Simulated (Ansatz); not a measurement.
```csv
atom,x (Å),y (Å),z (Å)
Ti,-0.1072,-0.1016,-0.0310
Cl,-0.2378,-0.2171,2.3123
N,1.6670,-0.0375,-0.5928
H,2.2669,-0.8184,-0.8747
H,2.1778,0.8533,-0.5438
O,-1.0419,1.3075,-0.6356
H,-1.9518,1.2874,-0.9845
O,-0.8030,-1.6615,-0.5542
H,-1.2606,-2.3142,0.0094
F,1.3514,2.3574,0.9715
H,1.1248,1.8761,1.7412
```

Not at a stationary point (largest force 0.7 eV/Å).

Level of theory: Ansatz 0.2.0, RKS PBE/def2-SVP.

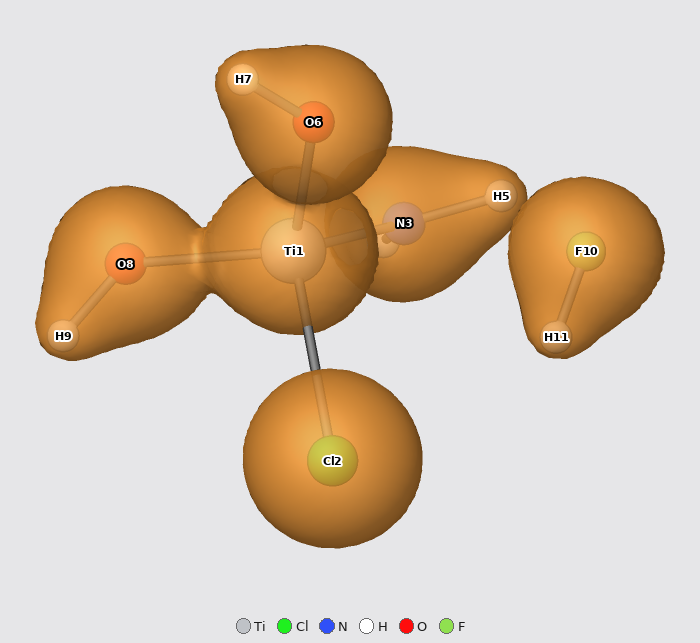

ClH₄NO₂Ti···HF. Isosurface of the total electron density at 0.8 e/Å³ (orange), seen from one side.

Q: Which contacts does the surface bridge?

A: At this value the surface falls into three separate pieces. It bridges the shortest Ti–O (1.79 Å) and Ti–N (1.86 Å) contacts, where the density stays above the isovalue. It is pinched off along the shortest Ti···F (3.03 Å) and Ti–Cl (2.35 Å) contacts. On the grid the lowest density along these lines, outside the cores, is 0.05 e/Å³ (Ti···F, 3.03 Å), 1.1 e/Å³ (Ti–O, 1.79 Å), 0.98 e/Å³ (Ti–N, 1.86 Å) and 0.44 e/Å³ (Ti–Cl, 2.35 Å).
